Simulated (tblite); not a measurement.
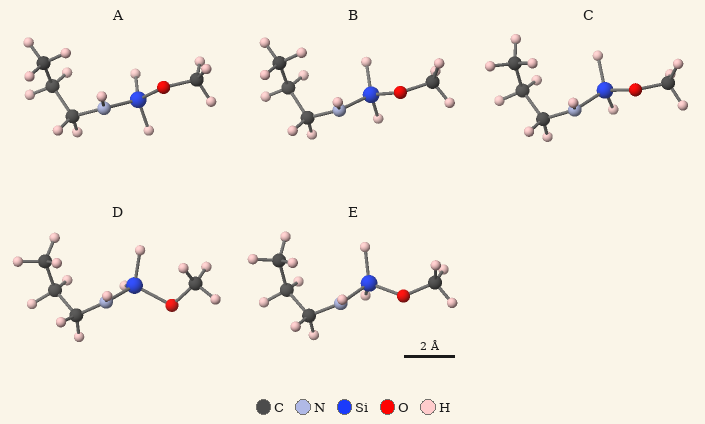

5 geometries from one relaxation of C$_{4}$H$_{13}$NOSi, in shuffled order. Style: ball-and-stick. Shown face on.

Method: GFN2-xTB geometry optimisation, gas phase in tblite. 

Q: Put them in the order of the run, from the start to the converged end.

A: D, E, C, B, A. They are steps 0, 32, 60, 97, 179, at +0.996 eV, +0.288 eV, +0.155 eV, +0.032 eV relative to the last. The energy falls by 0.996 eV in 179 geometry steps. The largest move after the best rigid fit is that of an H atom, 2.06 Å. Largest moves by element: H 2.06 Å, O 1.34 Å, Si 0.48 Å, C 0.37 Å, N 0.27 Å. Near-neighbour distances that change, for instance: O–Si 1.713 → 1.625 Å, C–H 1.125 → 1.088 Å, C–O 1.413 → 1.388 Å, C–N 1.416 → 1.437 Å. Bond angles that change, for instance: Si–O–C 109.2° → 125.6°, N–Si–O 111.5° → 100.3°, N–Si–H 107.3° → 118.1°. Groups turn about C–O by about 135°, O–Si by about 70°, N–Si by about 60°.
